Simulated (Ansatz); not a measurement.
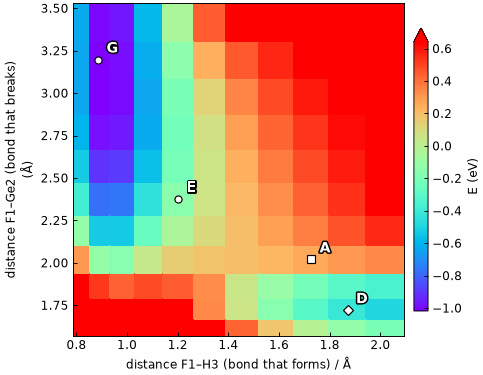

The reacting system FGeH4 (fragments FGeH₃ + H where the first distance is long, FH + GeH₃ where the second is long), spin multiplicity 2. The first coordinate is: distance F1–H3 (bond that forms); the second: distance F1–Ge2 (bond that breaks). Relaxed at each point: all other coordinates. The scan uses an 11 × 11 grid. Points are written as (first, second). Energies: eV, counted from a guessed transition structure relaxed with its forming and breaking bonds held. Energies and slopes of some neighbouring points disagree (a jump in structure or state, or too coarse a mesh). These are results of Ansatz, UKS PBE0-D4/def2-SVP, not measurements.

In the figure: one coloured cell a grid point, one colour for all values above the top of the scale, lettered points.

Q: Is E the lowest point of the computed grid?

A: No. E lies 0.86 eV above the lowest grid point, which is at (0.886 Å, 3.198 Å).

Q: Rank the lettered points by energy, lowest first.

A: G (−1.02 eV), D (−0.42 eV), E (−0.15 eV), A (0.26 eV).
